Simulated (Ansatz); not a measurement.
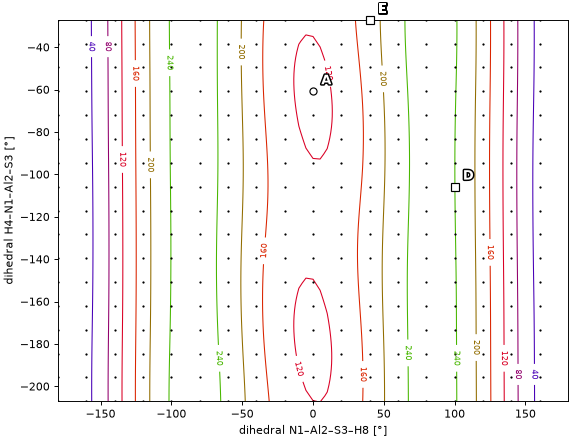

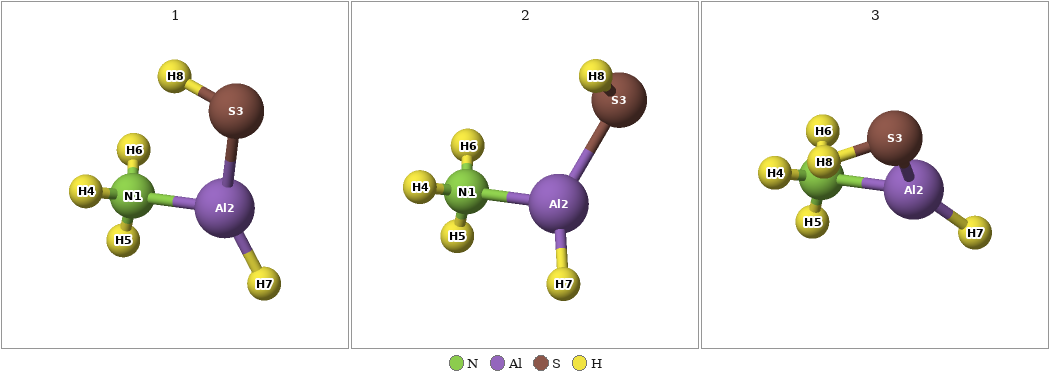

AlH5NS, SMILES [NH3+][AlH][SH], charge +1. The first coordinate is: dihedral N1–Al2–S3–H8; the second: dihedral H4–N1–Al2–S3. Nothing is relaxed (all other coordinates rigid). Grid: 18 × 17 points. All energies are given in meV relative to the lowest grid point. Theory: RHF/def2-TZVP (Ansatz).

The picture shows contour lines labelled in meV, dots at the grid points, lettered points. Between grid points the surface is interpolated. The numbered pictures are the structures at these points, in random order.

### Which structure belongs to which point?

A is structure 1: dihedral N1–Al2–S3–H8 = 0°, dihedral H4–N1–Al2–S3 = −60.8°, 112 meV; D is structure 2: dihedral N1–Al2–S3–H8 = 100°, dihedral H4–N1–Al2–S3 = −105.8°, 240 meV; E is structure 3: dihedral N1–Al2–S3–H8 = 40°, dihedral H4–N1–Al2–S3 = −27.0°, 182 meV.
